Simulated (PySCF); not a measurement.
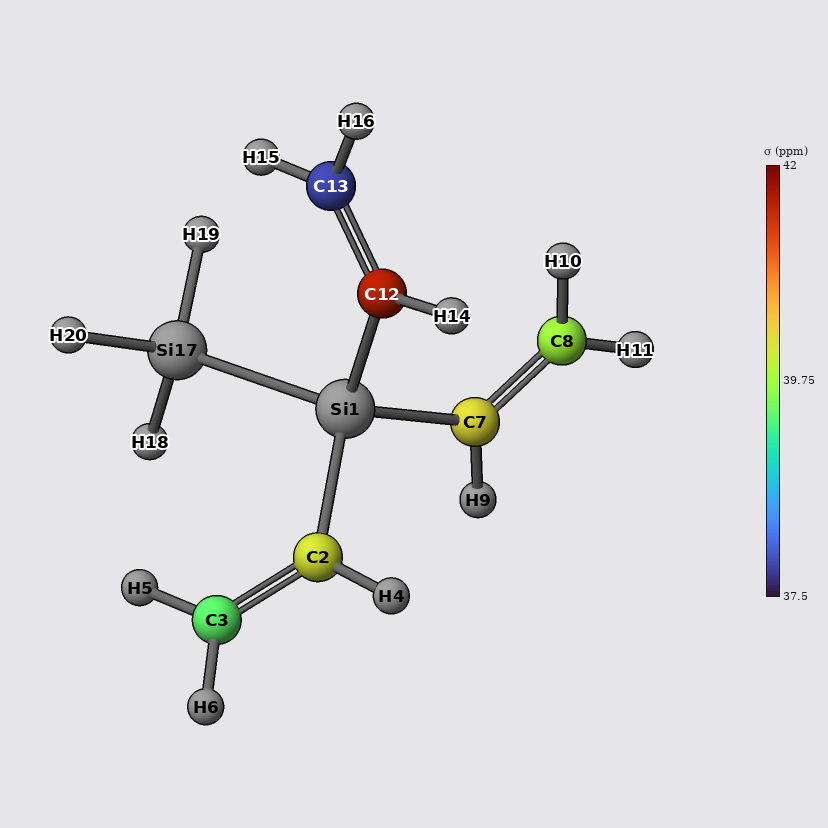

Atoms are coloured by their isotropic NMR shieldings (C only, the others grey). Computed geometry: PBE0-D3(BJ)/def2-SVP optimisation. No frequency run is at hand to confirm it as a minimum. Properties computed with GIAO PBE0/pcSseg-1 NMR shielding, non-relativistic, gas phase (PySCF 2.14.0).

List the isotropic NMR shieldings of the C atoms.

```
atom  σ (ppm)
  C2     40.1
  C3     39.4
  C7     40.2
  C8     39.7
 C12     41.6
 C13     37.9
```
